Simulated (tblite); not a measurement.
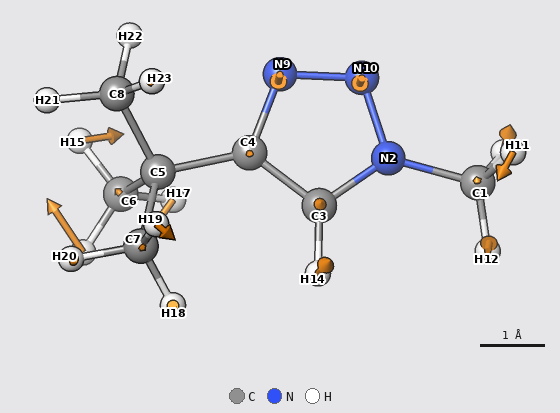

This is a relaxation of C$_{7}$H$_{13}$N$_{3}$. The starting structure is drawn; orange arrows show the displacements, at their true length. The two geometries are superimposed by the best rigid fit.

The picture is a ball-and-stick view, seen face on.

Computed with tblite 0.8.0, GFN2-xTB geometry optimisation, gas phase. 

Which element moves most?

Answer. Hydrogen: up to 1.04 Å, against 0.56 Å for nitrogen.

What did the optimiser do to the structure, and how much energy did it gain?

Answer. The energy falls by 54.8 kJ/mol in 129 geometry steps. An H atom moves most after the best rigid fit: 1.04 Å. By element the largest moves are H 1.04 Å, N 0.56 Å, C 0.22 Å. Near-neighbour distances that change, for instance: C–H 1.126 → 1.087 Å, C–N 1.458 → 1.432 Å, C–C 1.507 → 1.532 Å, C–N 1.335 → 1.354 Å. Bond angles that change, for instance: C–C–H 125.9° → 133.1°, H–C–H 114.2° → 108.7°, C–C–H 105.3° → 110.5°. Groups turn about C–N by about 50°, C–C by about 50°, C–C by about 25°. The run took 0.83 s on 1 thread of Arm Neoverse V2, on a shared host.
